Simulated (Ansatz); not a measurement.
**AlHBr (SMILES [AlH][Br]) at 6 levels**

Aim: a comparison of 6 runs (UB3LYP/STO-3G, UBHLYP/STO-3G, UPBE/STO-3G, UPBE0/STO-3G, UBCCD(T)/STO-3G, UCCSD/STO-3G) of AlHBr. 

The calculation is run with Ansatz 0.2.0.

59 further runs of the same task are left out: 10 that didn't finish, 49 set aside as unsound or not needed.

### 1 The structure to begin with

AlHBr: 3 atoms, total charge 0, spin state doublet. As SMILES, `[AlH][Br]`. The Br2–Al1 distance was set to 4.551 Å, away from the relaxed value. At this shape a bond of the SMILES string is far longer than usual.

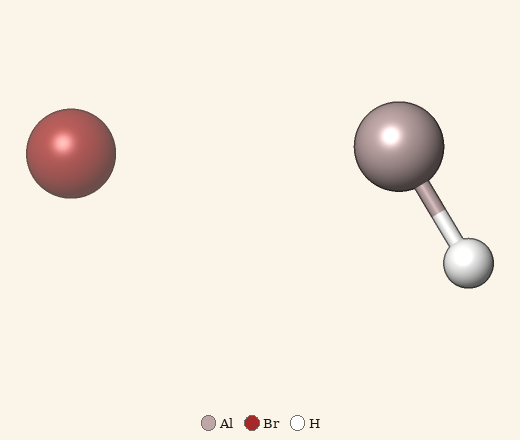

Viewed from a chosen angle; aluminium light grey, bromine red, hydrogen white.

### 2 The energy at UB3LYP/STO-3G (run 1)

Input file molecule.yaml:

```yaml
crystal:
  periodic: [false, false, false]
  atoms:
    - symbol: Al
      position_ang: [-2.177917, -1.264606, -1.349310]
    - symbol: Br
      position_ang: [1.584500, 0.008600, 0.871100]
    - symbol: H
      position_ang: [-3.180117, -0.082006, -1.755510]
basis:
  gaussian: {orbitals: STO-3G}
magnetization: {spin_polarized: true, initial_magnetization: 1}
total_charge: 0
accuracy: high
hamiltonian: {xc: {name: B3LYP}}
```

The run is started by

```bash
ansatz run molecule.yaml --threads 1 --pin off --max-ram 2610MiB --events-out events.jsonl --progress --plain --runs-dir runs
```

The log of the run:

```text
Warning: RAYON_NUM_THREADS=1 ignored (pool sized by the plan → 1); use --threads N
Functional definition: B3LYP
  name "B3LYP"
  parameter a0 = 0.2
  parameter ax = 0.72
  parameter ac = 0.81
  exchange = (1 - a0 - ax)*slater_x + ax*b88_x + a0*exact_x
  correlation = (1 - ac)*vwn_rpa_c + ac*lyp_c
342 factors; integrals over basis functions are off by at most 8.9e-9 eV
mean field evaluation 1: about -75804.8911 eV, gradient 1.2e1 eV
mean field evaluation 2: about -75636.7878 eV, gradient 2.8e1 eV
mean field evaluation 4: about -75747.8082 eV, gradient 4.4e1 eV
mean field evaluation 8: about -75805.6345 eV, gradient 7.0e0 eV
mean field evaluation 16: about -75809.5736 eV, gradient 3.0e-2 eV
mean field evaluation 32: about -75809.4937 eV, gradient 9.8e-1 eV
mean field evaluation 64: about -75809.5666 eV, gradient 9.3e-2 eV
mean field -75809.57362023 eV, -2785.9504449689 hartree, gradient 5.4e-8 eV, S^2 0.750532; 7 other end points of the search recorded, 0 dependent functions left out
reference -75809.57365142 eV, -2785.9504461152 hartree; 25, 24 occupied and 3, 4 virtual orbitals, 342 factors
Total energy: -75809.57365142 eV, -2785.9504461152 hartree
```

Wall time 9 s (1 thread of Arm Neoverse V1, shared host); peak memory 0.14 GiB.

### 3 The energy at UBHLYP/STO-3G (run 2)

Input file in.yaml:

```yaml
crystal:
  periodic: [false, false, false]
  atoms:
    - {symbol: Al, position_ang: [-2.177917, -1.264606, -1.349310]}
    - {symbol: Br, position_ang: [1.584500, 0.008600, 0.871100]}
    - {symbol: H, position_ang: [-3.180117, -0.082006, -1.755510]}
basis:
  gaussian: {orbitals: STO-3G}
magnetization: {spin_polarized: true, initial_magnetization: 1}
hamiltonian: {xc: {name: BHLYP}}
accuracy: high
```

The run is started by

```bash
ansatz run in.yaml --threads 1 --pin off --max-ram 2610MiB --events-out events.jsonl --progress --plain --runs-dir runs
```

The log of the run:

```text
Warning: RAYON_NUM_THREADS=1 ignored (pool sized by the plan → 1); use --threads N
Functional definition: BHLYP
  name "BHLYP"
  parameter a = 0.5
  exchange = (1 - a)*b88_x + a*exact_x
  correlation = lyp_c
342 factors; integrals over basis functions are off by at most 8.9e-9 eV
mean field evaluation 1: about -75808.9969 eV, gradient 9.1e0 eV
mean field evaluation 2: about -75642.2368 eV, gradient 2.6e1 eV
mean field evaluation 4: about -75812.5721 eV, gradient 4.0e0 eV
mean field evaluation 8: about -75812.7995 eV, gradient 9.0e-1 eV
mean field evaluation 16: about -75812.8369 eV, gradient 3.9e-2 eV
mean field evaluation 32: about -75812.8438 eV, gradient 2.2e-2 eV
mean field -75812.84899663 eV, -2786.0708128313 hartree, gradient 2.9e-8 eV, S^2 0.750424; 3 other end points of the search recorded, 0 dependent functions left out
reference -75812.84901808 eV, -2786.0708136198 hartree; 25, 24 occupied and 3, 4 virtual orbitals, 342 factors
Total energy: -75812.84901808 eV, -2786.0708136198 hartree
```

Wall time 4.8 s (1 thread of Arm Neoverse V1, shared host); peak memory 0.14 GiB.

Runs 3 to 5 aren't shown in full; the table further down has their settings and results.

### 4 The energy at UCCSD/STO-3G (run 6)

Input file in.yaml:

```yaml
crystal:
  periodic: [false, false, false]
  atoms:
    - {symbol: Al, position_ang: [-2.177917, -1.264606, -1.349310]}
    - {symbol: Br, position_ang: [1.584500, 0.008600, 0.871100]}
    - {symbol: H, position_ang: [-3.180117, -0.082006, -1.755510]}
basis:
  gaussian:
    orbitals: STO-3G
magnetization:
  spin_polarized: true
  initial_magnetization: 1
correlation:
  method: ccsd
  frozen_orbitals: {Al: 5, Br: 9, H: 0}
accuracy: high
scf:
  omitted_lower_state_checks: [cluster_reference, increment]
```

The run is started by

```bash
ansatz run in.yaml --threads 1 --pin off --max-ram 2610MiB --events-out events.jsonl --progress --plain --runs-dir runs
```

The log of the run:

```text
Warning: RAYON_NUM_THREADS=1 ignored (pool sized by the plan → 1); use --threads N
[... 16 lines left out ...]
14 core orbitals not correlated: weight in the atoms' cores, before any rotation towards them, 1.000 or more for the frozen orbitals, at most 0.000 for the correlated occupied ones
[... 43 lines left out ...]
Total energy: -75761.33396896 eV, -2784.1776704828 hartree
Checks for a lower state left out: cluster_reference, increment
```

Wall time 1.4 s (1 thread of Arm Neoverse V1, shared host).

### 5 Overview of the runs

| run | level | frozen core orbitals | energy (Eh) | ⟨S²⟩ | wall time |
| --- | --- | --- | --- | --- | --- |
| 1 | UB3LYP/STO-3G | – | -2785.950446 | 0.751 | 9 s |
| 2 | UBHLYP/STO-3G | – | -2786.070814 | 0.750 | 4.8 s |
| 3 | UPBE/STO-3G | – | -2785.361070 | 0.750 | 8.7 s |
| 4 | UPBE0/STO-3G | – | -2785.616775 | 0.751 | 5.7 s |
| 5 | UBCCD(T)/STO-3G | 14 | -2784.177690 | 0.750 | 1.6 s |
| 6 | UCCSD/STO-3G | 14 | -2784.177670 | 0.750 | 1.4 s |

### 6 Outcome

```
                                           quantity           value
                                run 6: total energy  -2784.17767 Eh
run 6: correlation energy (14 core orbitals frozen)       -42.6 mEh
           run 6: ⟨S²⟩ of the reference determinant           0.750
                               run 6: T1 diagnostic           0.005
```

In words: Totals of different functionals can't be ranked against each other. In runs 1, 2, 3, 4, 5, 6 the basis is minimal, so the values are rough. All runs together took 31 s, the longest 9 s.
